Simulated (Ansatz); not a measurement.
Input file:

```
crystal:
  periodic: [false, false, false]
  atoms:
    - {symbol: B, position_ang: [-0.047743, -1.223812, -1.757744]}
    - {symbol: B, position_ang: [-1.701165, -1.901285, 0.274640]}
    - {symbol: O, position_ang: [-0.915458, -1.531962, -0.777838]}
    - {symbol: O, position_ang: [-3.030475, -1.599853, 0.318085]}
    - {symbol: H, position_ang: [0.550036, -0.165674, -1.701478]}
    - {symbol: H, position_ang: [0.099530, -2.004886, -2.678837]}
    - {symbol: H, position_ang: [-1.221156, -2.511876, 1.200935]}
    - {symbol: H, position_ang: [-3.337460, -1.106168, -0.468016]}
basis:
  gaussian:
    orbitals: def2-TZVPD
output: {forces: true, orbitals: {seedname: orbitals}}
hamiltonian:
  xc: pbe0
```

Launched as:

```sh
ansatz run input.yaml --threads 1 --pin off --max-ram 2610MiB --events-out events.jsonl --progress --plain --runs-dir runs
```

Geometry: BLYP-D3(BJ)/def2-SVP.

Computed with isolated molecule in a Gaussian basis; Kohn-Sham density functional theory, functional PBE0 (Ansatz 0.2.0).

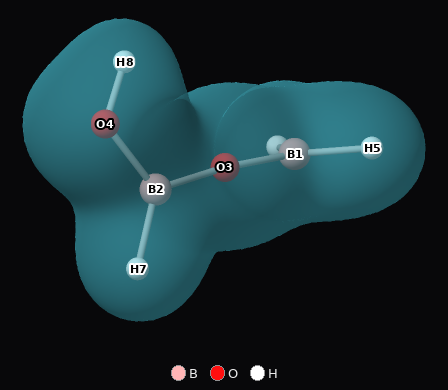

B2H4O2 (SMILES BOBO). Isosurface of the total electron density at 0.1 e/Å³ (cyan), seen at an oblique angle.

What does this surface tell about the bonding?

Answer. At this value the surface is in one piece. It bridges the sampled B–O (1.34 Å), O–H (0.98 Å) and B–H (1.21 Å) contacts, where the density stays above the isovalue. On the grid the lowest density along these lines, outside the cores, is 1.5 e/Å³ (B–O, 1.34 Å), 2.3 e/Å³ (O–H, 0.98 Å) and 1.2 e/Å³ (B–H, 1.21 Å).
